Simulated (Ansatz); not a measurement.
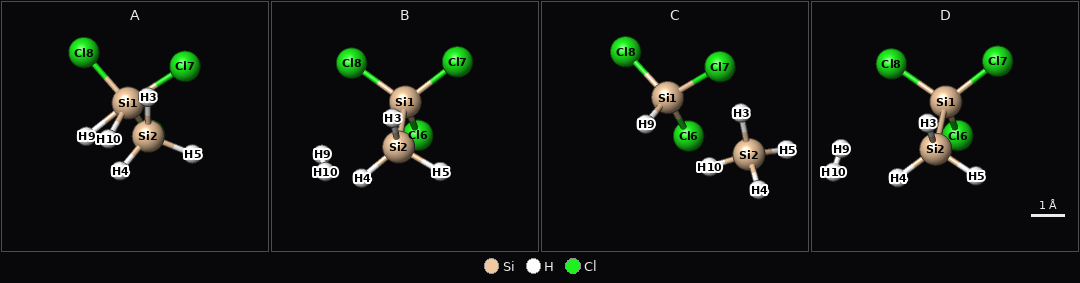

4 geometries from a converged minimum-energy path of Si₂H₅Cl₃, made up at the start of Si₂H₃Cl₃ and H2, shuffled. The picture is a ball-and-stick view, seen from a free direction.

Computed with RKS PBE0/def2-SVP in Ansatz. Settings: 7 movable images; climbing image; force threshold 0.05 eV/Å; iteration limit 60; starting path through a guess of the saddle point.

Q: Which of them lies highest in energy?

A: A. In order along the path, whose images run from 0 to 8: D (image 1, +0.1 kJ/mol), B (image 2, +6.0 kJ/mol), A (image 4, +263.8 kJ/mol), C (image 7, −20.8 kJ/mol). Breaking: H9–H10 (0.76 → 1.17 at the top → 3.23 Å), Si1–Si2 (2.33 → 2.62 at the top → 4.40 Å). Forming: Si1–H9 (3.97 → 1.64 at the top → 1.47 Å), Si2–H10 (4.35 → 1.85 at the top → 1.49 Å).

Limits of the set-up: the start holds two separate molecules, 3.1 Å apart at their closest, whose relative position is a soft coordinate and is computed without a dispersion correction.

The run took 4.1 min on 4 threads of Arm Neoverse V2, on a shared host, peak memory 0.3 GiB.
